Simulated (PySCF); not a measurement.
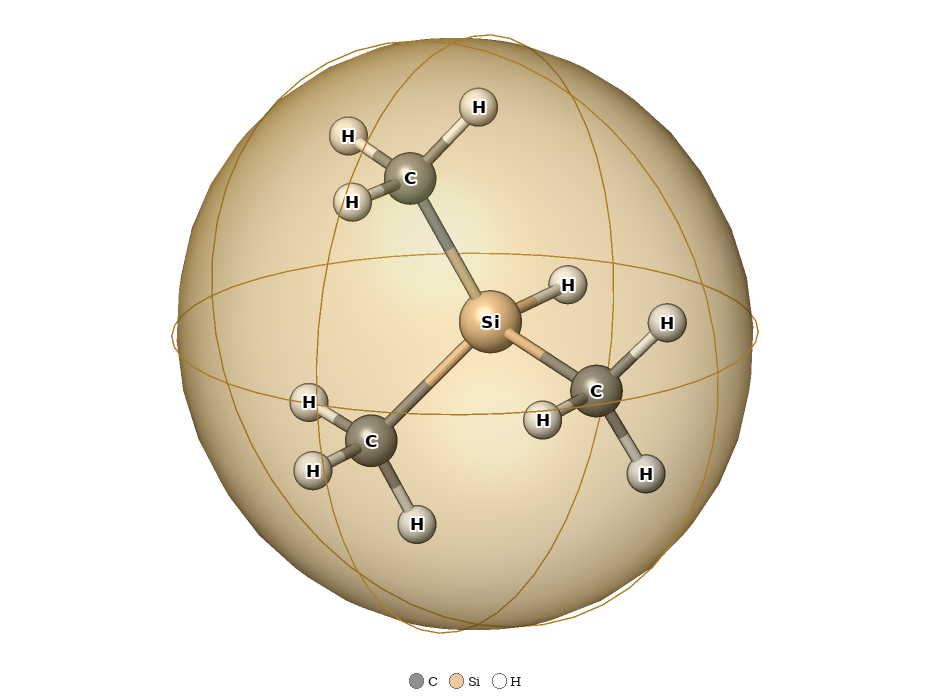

The ellipsoid shows the static dipole polarisability: its half-axes are proportional to the principal values. The geometry was computed by an optimisation with PBE0-D3(BJ)/def2-SVP. No frequency run is at hand to confirm it as a minimum. Computed with PBE0/def2-TZVP (PySCF 2.14.0).

**Give the principal values, the mean and the anisotropy.**

Principal values 58.9, 66.7, 66.7 bohr³; mean 64.1 bohr³ (9.50 Å³); anisotropy 7.8 bohr³, so the longest axis is 1.13 times the shortest.
